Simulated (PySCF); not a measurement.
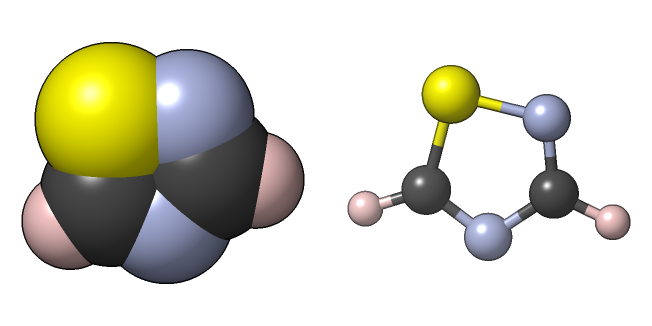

The same structure drawn twice, from different directions. Colours: carbon dark grey, nitrogen light blue, sulfur yellow, hydrogen pink.

> Which formula does it have?

C₂H₂N₂S, 7 atoms: 2 carbon, 2 hydrogen, 2 nitrogen and 1 sulfur.

> Write the SMILES.

c1ncsn1

> How many sets of symmetry-equivalent atoms are there?

7: 1 C, 1 N, 1 C, 1 S, 1 N, 1 H, 1 H.

More results for the same structure follow; atom numbers are the same in all pictures, views and colours differ. The geometry was computed by an optimisation with PBE0-D3(BJ)/def2-SVP. No frequency run is at hand to confirm it as a minimum.

Geometry

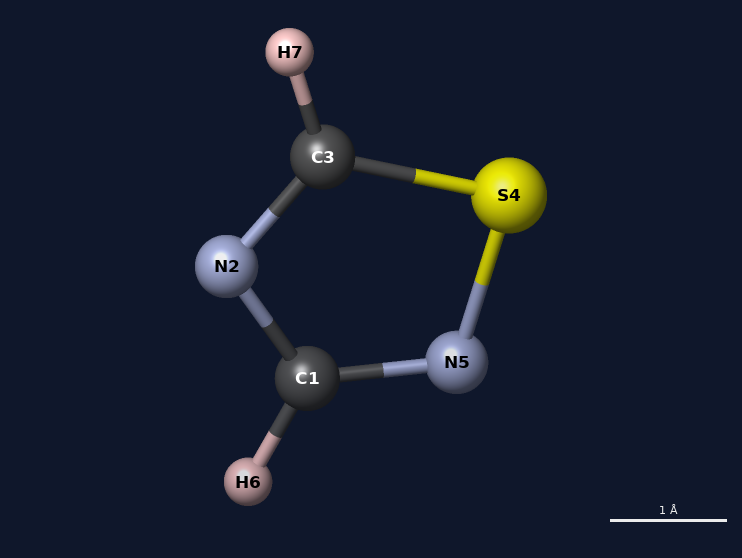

No frequency run is at hand to confirm it as a minimum.

> How are the neighbours of atom 2 arranged?

N2 has 2 neighbours (C1 at 1.36, C3 at 1.30 Å); the arrangement is bent.

> What is the geometry at C1?

C1 has 3 neighbours (N2 at 1.36, N5 at 1.31, H6 at 1.09 Å); the arrangement is trigonal planar.

> What is the geometry at C3?

C3 has 3 neighbours (N2 at 1.30, S4 at 1.72, H7 at 1.09 Å); the arrangement is trigonal planar.

> Describe the coordination of atom 5.

N5 has 2 neighbours (C1 at 1.31, S4 at 1.66 Å); the arrangement is bent.

> What is the dihedral angle C3–S4–N5–C1?

0° in size, that is syn (eclipsed).

Dipole moment

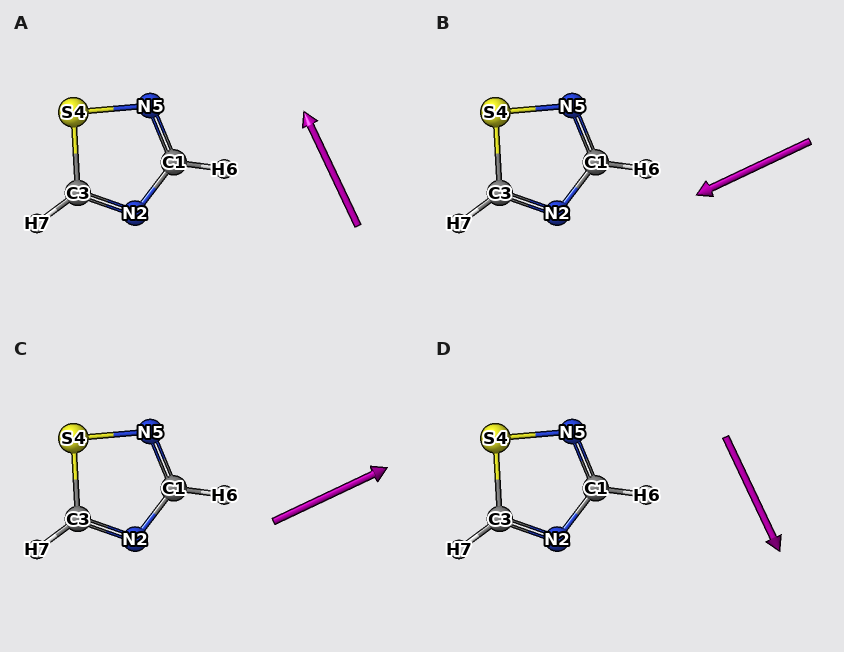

The same molecule four times, each with an arrow. No frequency run is at hand to confirm it as a minimum. Properties computed with HF/def2-SVPD, gas phase (PySCF 2.14.0).

> Which arrow points along the dipole moment, from the negative to the positive end?

B. The dipole moment is 1.66 D; it points from the side of H6 to the side of H7 (the outermost atoms at the two ends).

Polarisability

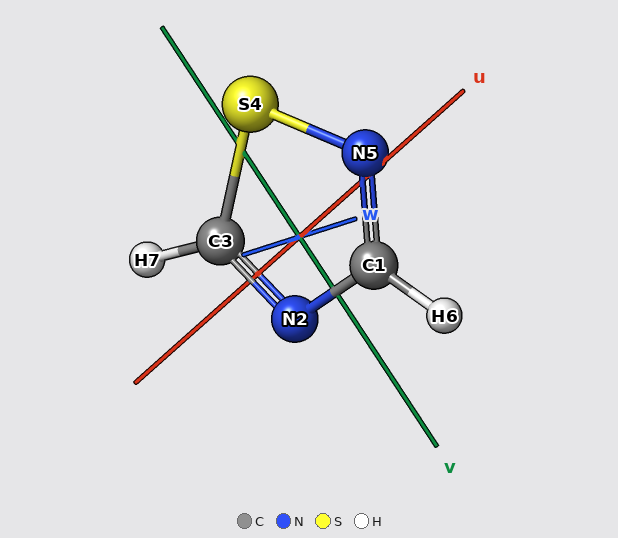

The lines u, v and w are the principal axes of the static dipole polarisability. No frequency run is at hand to confirm it as a minimum. Method: PBE0/def2-TZVP (PySCF 2.14.0).

> Along which axis is the molecule most polarisable, and along which least?

Most along v (in the molecular plane, at 27° to the long direction N2···S4), least along w (normal to the molecular plane).

> Give the three principal values.

u 54.1, v 62.0, w 30.5 bohr³; mean 48.9, anisotropy 28.4 bohr³.

Excitation

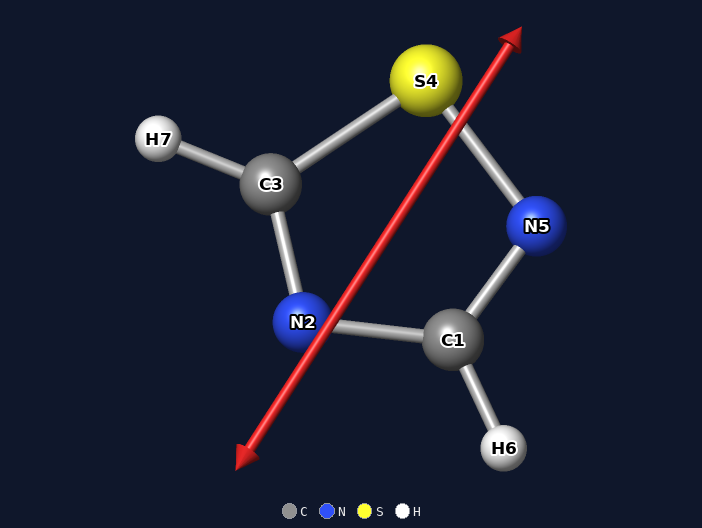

The double arrow shows the direction of the transition dipole to excited singlet state 2 (its length means nothing). No frequency run is at hand to confirm it as a minimum. Properties computed with TDDFT CAM-B3LYP/def2-SVPD, vertical, gas phase, core orbitals frozen in the response (PySCF 2.14.0).

> How is the transition polarised?

In the molecular plane, nearly parallel to the C1–N5 bond.

> Where does the transition lie, and how strong is it?

5.96 eV (208 nm), oscillator strength 0.096, mainly HOMO → LUMO (weight 0.88); transition dipole 2.06 D.
